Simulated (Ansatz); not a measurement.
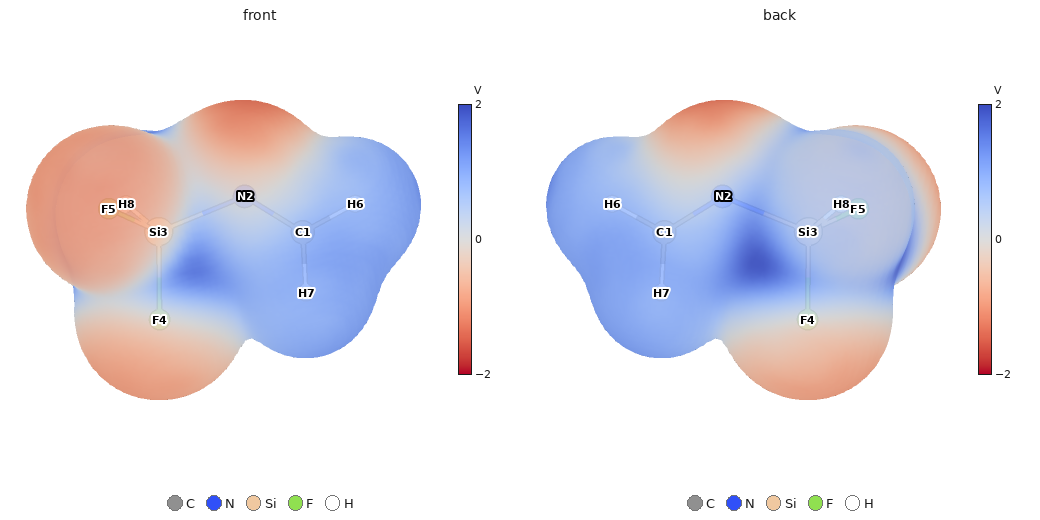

Figure 1: CH3F2NSi. The electrostatic potential painted on the density surface at 0.002 e/bohr³, seen from the front and from behind; the colour scale runs from red (negative) to blue (positive).

Method: RKS PBE0-D4/def2-SVP in Ansatz 0.2.0.

Input

```
crystal:
  periodic: [false, false, false]
  atoms:
    - { symbol: C, position_ang: [0.4294, 1.3307, 0.1468] }
    - { symbol: "N", position_ang: [-0.7004, 0.6907, -0.0378] }
    - { symbol: Si, position_ang: [-0.4996, -1.0255, -0.1397] }
    - { symbol: F, position_ang: [0.609, -1.3028, -1.3456] }
    - { symbol: F, position_ang: [0.235, -1.4944, 1.2213] }
    - { symbol: H, position_ang: [0.312, 2.4904, 0.1996] }
    - { symbol: H, position_ang: [1.4281, 0.958, 0.23] }
    - { symbol: H, position_ang: [-1.7212, -1.7043, -0.3305] }
basis:
  gaussian: { orbitals: def2-SVP }
hamiltonian:
  xc: pbe0
  dispersion: d4
relax:
  f_tol: 0.015
  max_steps: 40
output:
  orbitals: {}
```

Command:

```sh
ansatz run input.yaml --threads 1 --pin off --max-ram 2048MiB --backend cpu --events-out ev --progress --plain --runs-dir out
```

The fields are those of the relaxed geometry.

### Describe the electrostatic potential map.

The most negative region (about −1.3 V) lies over N2, the most positive (about +1.8 V) over Si3. N2 is the likeliest acceptor of a hydrogen bond.
